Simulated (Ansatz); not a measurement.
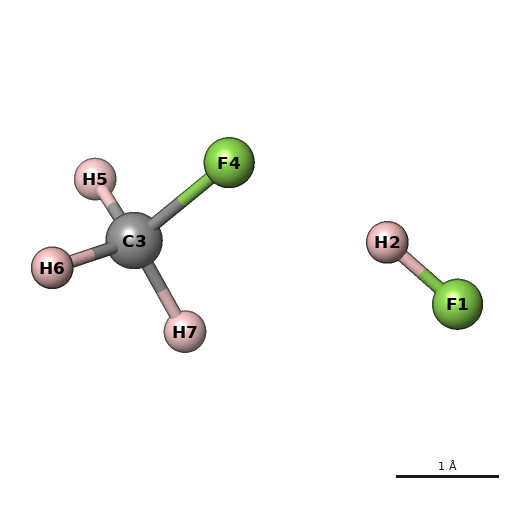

The geometry was computed by an optimisation with PBE0-D4/def2-TZVP.

Which hydrogen bonds does the structure hold? Count O, N, F, S and Cl donors.

```json
{"D–H···A": "F1–H2···F4", "D–H (Å)": "0.93", "H···A (Å)": "1.74", "angle (°)": "163", "kind": "intermolecular"}
```
